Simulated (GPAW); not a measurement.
Band structure of ZnS (P6_3mc, 4 atoms in the cell).

```xyz
4
Lattice="3.7620 0.0000 0.0000 -1.8810 3.2580 0.0000 0.0000 0.0000 6.1662" Properties=species:S:1:pos:R:3 pbc="T T T"
Zn     0.0000     2.1720     0.0009
Zn     1.8810     1.0860     3.0840
S      0.0000     2.1720     2.3115
S      1.8810     1.0860     5.3946
```

Method of the run: PBE, GPAW PAW datasets PBE (gpaw-data 1.0.1) (plane waves; GPAW 25.7.0).

Settings: mode = pw; ecut = 800 eV; xc = PBE; kpts = 5 5 3; mesh shift (steps) = 0 0 0; occupations.name = fermi-dirac; occupations.width = 0.05 eV; nbands = -4; convergence.forces = 0.001 eV/Å; convergence.bands = -2; symmetry.symmorphic = false; symmetry.tolerance = 0.0005; maxiter = 120; bandpath_npoints = 40.

The starting cell comes from a database of computed structures (which also holds hypothetical and non-ambient phases and stackings), without a prior relaxation at this level. Its lattice was rescaled by a random factor within 2.5 % of one.

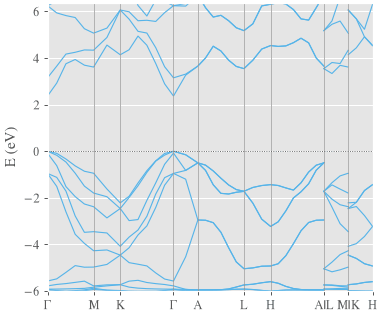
Fig. 1. Bands along the path, energies from the top of the valence band on the SCF mesh.

Read off roughly the gap and where its edges lie.

The gap along the path is about 2.4 eV (computed: 2.37 eV), direct at Γ to within 0.01 eV.

Levels in eV from the top of the valence band on the SCF mesh, bands 15 to 22:
| point | 15 | 16 | 17 | 18 | 19 | 20 | 21 | 22 |
|---|---|---|---|---|---|---|---|---|
| Γ | -0.95 | -0.08 | 0.00 | 0.00 | 2.37 | 3.15 | 6.25 | 6.25 |
| M | -3.45 | -2.38 | -1.80 | -0.94 | 3.61 | 4.34 | 5.07 | 6.85 |
| K | -4.08 | -2.46 | -2.46 | -2.22 | 4.14 | 6.06 | 6.06 | 7.89 |
| A | -0.50 | -0.50 | -0.50 | -0.50 | 3.65 | 3.65 | 6.71 | 6.71 |
| L | -1.72 | -1.72 | -1.72 | -1.72 | 3.55 | 3.55 | 5.18 | 5.18 |
| H | -3.23 | -3.23 | -1.43 | -1.43 | 4.54 | 4.54 | 6.31 | 6.31 |
